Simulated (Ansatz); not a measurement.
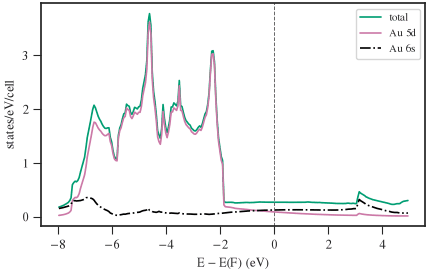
Fig. 1. Total and projected density of states of Au (fcc (Cu type), Fm-3m), r²SCAN+D4 (plane waves, PAW; program Ansatz)

### Question
Which orbitals carry the states next to the Fermi level?

### Answer
Within 0.5 eV of the Fermi level: Au 6s 46 %, Au 5d 33 %, outside the projected shells 22 %. Projections are on Löwdin-orthogonalised atomic valence shells; empty p or d shells of many metals are not among them.

### Question
Where is the tallest occupied peak in this window, and what makes it?

### Answer
Near -4.6 eV, about 3.8 states/eV per cell; the largest projected share is Au 5d.

Symmetry was held in the r²SCAN+D4 relaxation. The pairwise dispersion correction was not fitted to metals. Scalar-relativistic: spin–orbit coupling is off unless named, which matters more the heavier the elements.

Potentials: the later of the program's two PAW sets.
